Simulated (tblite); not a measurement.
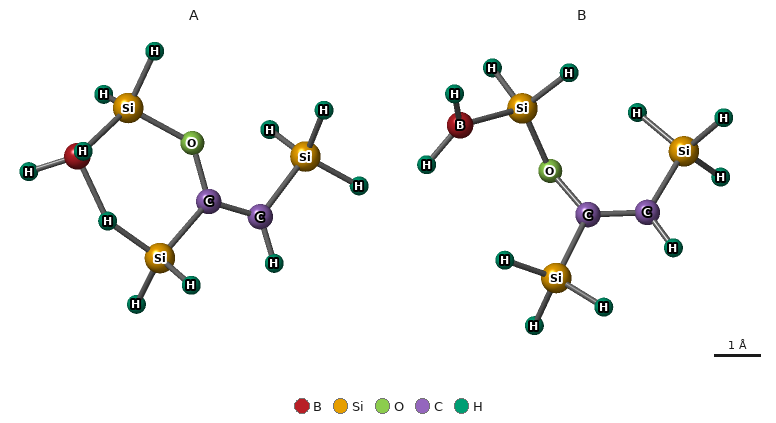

Two geometries of C2H11BOSi3, drawn at one scale. One is the start of a relaxation, the other its converged end. A ball-and-stick model, seen from a free direction.

Computed with GFN2-xTB geometry optimisation, gas phase in tblite 0.8.0. 

> Which one is relaxed?

Structure A is the relaxed one. The atom that moves furthest after the best rigid fit is an H atom (1.37 Å). By element the largest moves are H 1.37 Å, O 1.13 Å, B 0.71 Å, Si 0.48 Å, C 0.38 Å. Near-neighbour distances that change, for instance: B–H 3.162 → 1.590 Å, B–Si 4.040 → 2.975 Å, O–Si 1.720 → 1.660 Å, H–Si 1.462 → 1.512 Å. Among the angles between lasting bonds that change: O–Si–H 113.8° → 97.4°, B–Si–H 106.5° → 119.5°, B–Si–H 104.4° → 117.2°. Groups turn about C–O by about 100°, O–Si by about 95°, C–Si by about 55°. Over 164 geometry steps the energy falls by 13.9 kcal/mol. The run took 2.5 s on 1 thread of Arm Neoverse N1, with other jobs on the host.
